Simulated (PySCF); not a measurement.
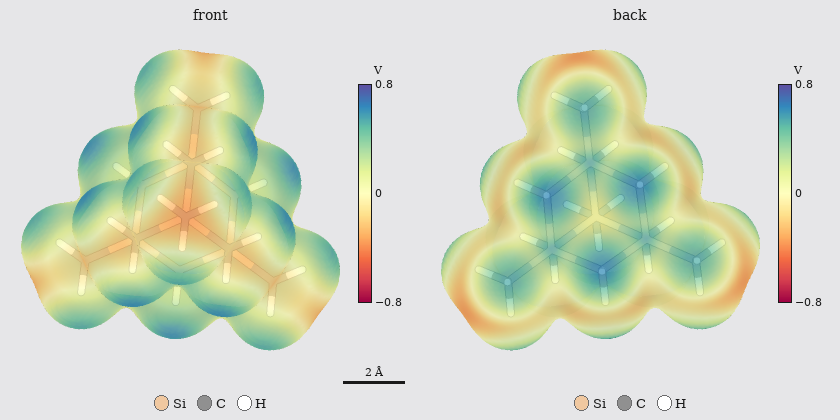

Figure. C10H24Si4 ((MeSi)4CH26 adamantane). The electrostatic potential painted on the density surface at 0.002 e/bohr³, seen from the front and from behind; red is negative and blue positive.

Geometry: PBE0-D3(BJ)/def2-SVP.

These are results of PBE0/pcSseg-1, SCF density, gas phase, non-relativistic in PySCF, not measurements.

Input file:

```
{"job": {"kind": "nmr", "xc": "PBE0", "basis": "pcSseg-1"}, "charge": 0, "multiplicity": 1}
Si     0.946344    -0.668744     1.530158
C      1.877144    -1.323243     3.030080
C      0.605059     1.179519     1.705102
Si    -0.324636     1.880824     0.219058
C     -0.639597     3.724373     0.433037
C     -1.948949     0.934174     0.047619
Si    -1.678809    -0.921898    -0.166458
C     -3.321229    -1.827176    -0.329000
C     -0.709375    -1.551749     1.326187
C     -0.614888    -1.176405    -1.704724
Si     1.046628    -0.289120    -1.579652
C      2.075665    -0.573804    -3.129938
C      1.944600    -0.934172    -0.049400
C      0.708294     1.550364    -1.325528
H      1.286594    -1.190776     3.950716
H      2.833137    -0.791425     3.161674
H      2.098128    -2.396737     2.920070
H      1.560068     1.721157     1.828801
H      0.015971     1.358149     2.622578
H     -1.185516     4.134769    -0.431539
H     -1.239397     3.921082     1.336034
H      0.309045     4.276531     0.528382
H     -2.509917     1.322732    -0.821477
H     -2.576884     1.116858     0.938084
H     -3.893498    -1.456122    -1.193980
H     -3.161746    -2.908507    -0.466715
H     -3.939528    -1.688286     0.572275
H     -1.313382    -1.415988     2.241126
H     -0.534387    -2.637312     1.217924
H     -1.160312    -0.806112    -2.591396
H     -0.445734    -2.256585    -1.862666
H      2.278255    -1.646662    -3.277624
H      3.043777    -0.052261    -3.061637
H      1.552519    -0.201318    -4.025164
H      2.154223    -2.011582    -0.174512
H      2.921518    -0.426320     0.041726
H      1.667176     2.093660    -1.248370
H      0.184180     1.953313    -2.210572
```

Run with:

```sh
OMP_NUM_THREADS=2 python probes_run.py task.json out
```

Q: Where is the surface potential most negative and most positive?

A: The most negative region (about −0.4 V) lies over C2, C5, C8 and C12, the most positive (about +0.6 V) over the H atoms.

Q: What dipole moment does the calculation give?

A: Its dipole moment is zero.
